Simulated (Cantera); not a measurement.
Feed: 1 mol B2H6, 0.051 mol O2, 28 mol N2, equilibrated at 7.28 Torr.

These are equilibrium values from Cantera (NASA tables, ideal gas, pure condensed phases), not measurements of a reactor. Candidate condensed phases: B, BN, B2O3, B3O3H3, H2O; 39 gas species. The feed counts by its element totals alone. N2 is the only nitrogen source here; it is nearly inert below about 1500 K, so the nitride shown seldom forms there in practice. Mutual solubility and eutectic melting of coexisting phases are not modelled. The tables' values for BH2 are old estimates; treat these amounts as uncertain. Rates play no part.

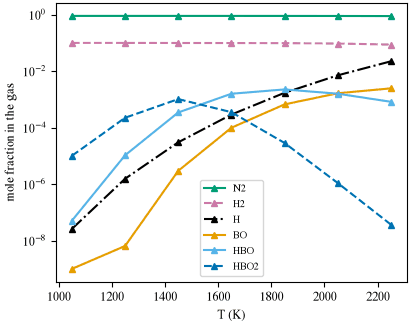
Figure. Equilibrium gas composition (values under 1e-9 drawn at 1e-9)

From 1050 K to 1250 K the condensed part is BN(s) + B2O3(l). From 1450 K to 2250 K the condensed part is BN(s). The main B-bearing gas is HBO2 at 1050 K and BO at 2250 K. The share of B in condensed phases is highest at 1050 K (100.0 %) and lowest at 2250 K (94.1 %).
